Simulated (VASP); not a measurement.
Band structure of SrVO3 (cubic perovskite). All values below come from AM05 GGA, VASP's PBE PAW potentials (set 64) (plane waves; VASP).

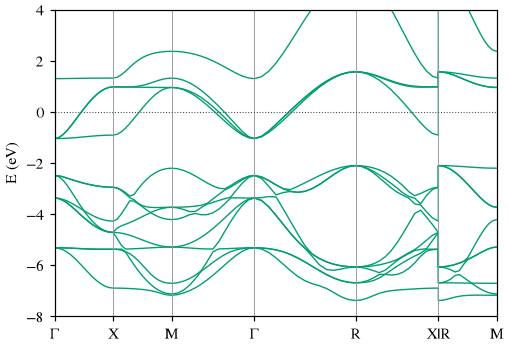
Figure: Bands along high-symmetry lines, zero at the valence-band maximum or, without a gap, the Fermi level

Q: Read the plot: is there a gap, and where are the band edges?

A: It has no gap at this level: it comes out as a metal or semimetal. (Edges off the drawn lines would not show.)

The compound is SrVO3 in the cubic perovskite structure. It was relaxed first. The run is not spin-polarised, so no magnetic state was tried. The electron count is odd and the run is not spin-polarised, which forces a metal.
